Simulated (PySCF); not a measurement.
H6SeSi, SMILES `[SiH4].[SeH2]`.

Level of theory: PBE/def2-SVP (PySCF), at a geometry from GFN2-xTB. GFN2-xTB bond lengths at metals and heavier atoms can be off by up to 0.1 Å and shapes distorted, which carries into these values.

Coordinates in Å:

```
Si1     -2.6669   -0.0022    0.0027
H2      -2.4419    1.1807   -0.8306
H3      -3.9986   -0.5385   -0.2556
H4      -2.5495    0.3864    1.4066
H5      -1.6504   -1.0061   -0.3138
Se6      1.3218   -0.0544   -0.0018
H7       2.5247    0.7300    0.0948
H8       0.5092    1.1257   -0.0787
```

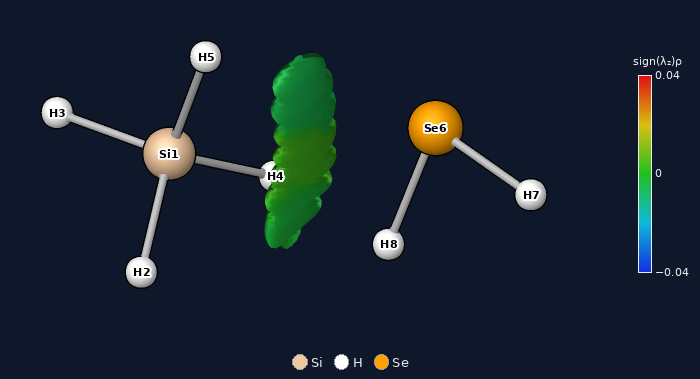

Non-covalent interaction surfaces between the fragments (reduced density gradient s = 0.5, coloured by sign(λ₂)ρ in a.u.; trimmed to the region between the fragments where ρ is under 0.06 a.u.). Fragment A: SiH4 (atoms 1–5); fragment B: H2Se.

Question: Which interactions hold the two fragments together?

Answer: Bond critical points between the fragments: H5···Se6, 3.14 Å, ρ = 0.005 a.u. It is weak and appears green (van der Waals range). The pose is a local one from a semi-empirical search, not shown to be the most stable.

Question: How strongly are they bound?

Answer: The counterpoise-corrected interaction energy of the frozen fragments is 0.0 kcal/mol without dispersion correction and −1.0 kcal/mol with D3(BJ). The pair geometry is semi-empirical, not a minimum at this level.
